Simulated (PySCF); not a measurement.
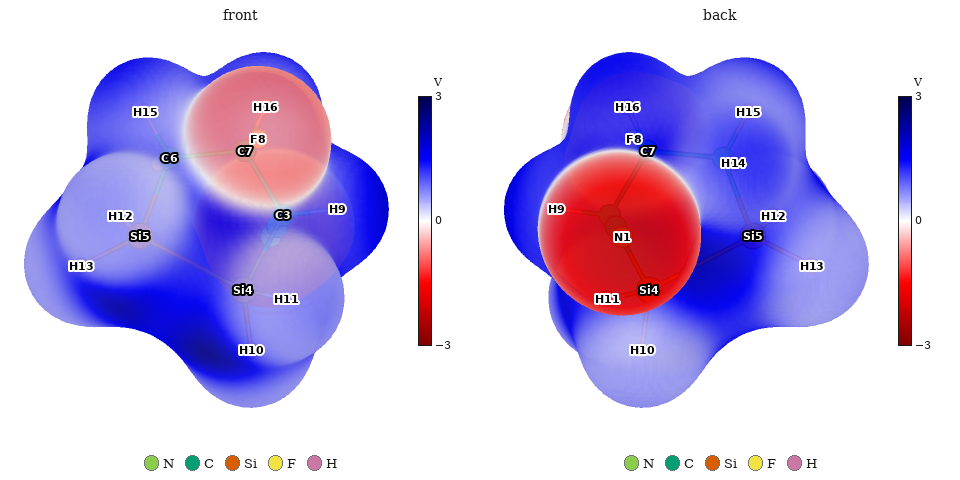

C4H8FNSi2. The electrostatic potential painted on the density surface at 0.004 e/bohr³, seen from the front and from behind; the colour scale runs from red (negative) to blue (positive).

Geometry: GFN2-xTB.

The calculation used PBE0/pcSseg-1, SCF density, gas phase, non-relativistic (PySCF 2.14.0).

```xyz
16

N     2.8852   -0.6181    0.9102
C     2.0687   -0.3805    0.1425
C     1.0295   -0.0580   -0.7772
Si    0.2766    1.6912   -0.3585
Si   -1.4126    0.7769    0.9442
C    -0.8129   -1.0268    0.6639
C    -0.0992   -1.0887   -0.6772
F    -1.0165   -0.7961   -1.6799
H     1.4438   -0.0777   -1.7886
H     1.3513    2.4813    0.2472
H    -0.0503    2.3037   -1.6498
H    -2.7768    0.9230    0.4287
H    -1.4233    1.0623    2.3819
H    -0.1068   -1.3330    1.4363
H    -1.6296   -1.7483    0.6655
H     0.2653   -2.1023   -0.9006
```

Describe the electrostatic potential map.

The most negative region (about −2.0 V) lies over N1, the most positive (about +2.2 V) over Si4. N1 is the likeliest acceptor of a hydrogen bond.
